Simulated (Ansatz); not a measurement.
This input was run:

```
crystal:
  lattice:
    - [3.6515676229, 0.0, 0.0]
    - [-1.8257838114, 3.1623503251, 0.0]
    - [0.0, 0.0, 23.7792690048]
  atoms:
    - { symbol: Gd, position: [0.3333333333, 0.6666666667, 0.3154007803], spin: 8.25 }
    - { symbol: Gd, position: [0.6666666667, 0.3333333333, 0.4384669268], spin: 8.25 }
    - { symbol: Gd, position: [0.3333333333, 0.6666666667, 0.5615330732], spin: 8.25 }
    - { symbol: Gd, position: [0.6666666667, 0.3333333333, 0.6845992197], spin: 8.25 }
basis:
  ecutwfc: 420
kpoints:
  mp_grid: { grid: [9, 9, 1] }
hamiltonian:
  xc: pbe
  hubbard: { sites: [{ species: Gd, l: f, u_eff: 6.0 }] }
scf:
  occupations: { method: gaussian, width: 0.1 }
  lower_state_search: "off"
output:
  forces: true
  eigenvalues: true
  hubbard: { sites: [{ species: Gd, l: f }] }
  populations: true
  write_density: true
  write_potential: true
  elf: true
  volumetric_format: npy
magnetization:
  spin_polarized: true
efield:
  axis: 3
  dipole_correction: true
  ramp_width: 0.04
```

Run as:
```bash
ansatz run input.yaml --threads 2 --pin off --max-ram 4096MiB --backend cpu --events-out ev --progress --plain --runs-dir out
```

What does the potential across the slab give for the work function?

The work function is 3.56 eV, the same on both faces. The two vacuum levels agree, so the slab has no net dipole along its normal. The outermost atoms are 8.8 Å apart, which leaves 15.0 Å of vacuum in a cell 23.8 Å high.

The run may have settled in a state above the lowest, so this need not be the ground state. Spin-orbit coupling is left out, which matters for Gd.

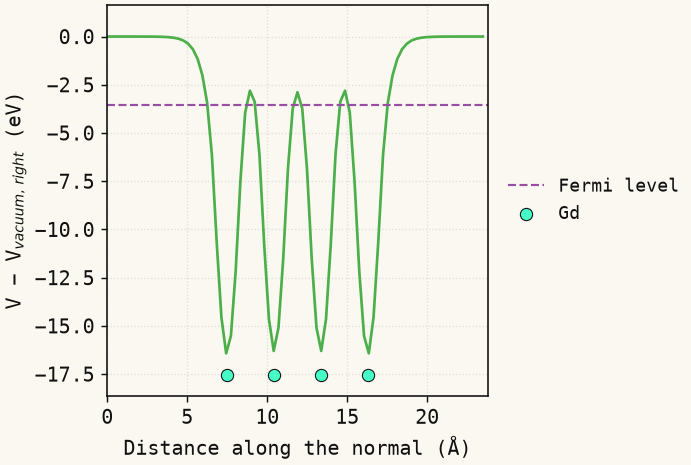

Plane-averaged electrostatic potential energy of an electron across the slab; circles at the bottom mark the heights of the atoms.
